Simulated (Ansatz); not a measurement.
Cell of fcc Pb (1 1 1) on cubic ZrO2 (1 1 1) (film strained to the substrate, started from cuts of the bulks and a machine-learned relaxation; slabs O10Zr4 and Pb4, which can lie off the formulas), relaxed at this level with a, b, gamma of the cell held:

```
Pb2Zr2O5
1.0
    3.61760     0.00007    -0.00156
    1.80870     3.13275     0.03610
    1.19835    -0.22540    25.29761
O Zr Pb
10 4 4
Direct
  0.47621   0.28820   0.09084
  0.82880   0.62336   0.02875
  0.77310   0.61864   0.20718
  0.12435   0.95335   0.14966
  0.06951   0.94924   0.32431
  0.42136   0.28381   0.26568
  0.36618   0.27992   0.44031
  0.71780   0.61444   0.38282
  0.66128   0.61059   0.56129
  0.01435   0.94517   0.49911
  0.80072   0.62077   0.12035
  0.09589   0.95160   0.23648
  0.39248   0.28168   0.35352
  0.69048   0.61245   0.46964
  0.98418   0.94280   0.59538
  0.58738   0.56256   0.74033
  0.87033   0.90900   0.84298
  0.50627   0.29112   0.99470
```

Level of theory: PBE (plane waves to 420 eV, PAW; Ansatz, a quantum-chemistry and plane-wave program). No spin–orbit coupling; the runs are not spin-polarised. Its k-point mesh 10×10×1, Fermi–Dirac width 0.05 eV.

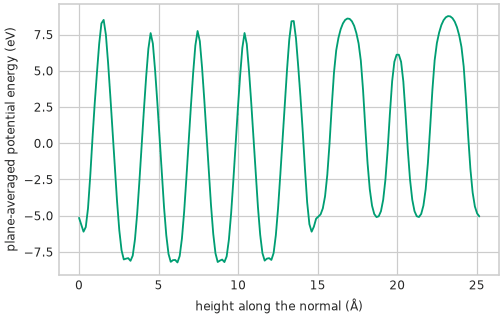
Figure: Smooth (PAW) electrostatic potential energy of an electron, averaged over planes, about its mean

The curve spans 17.0 eV over the stretch drawn.
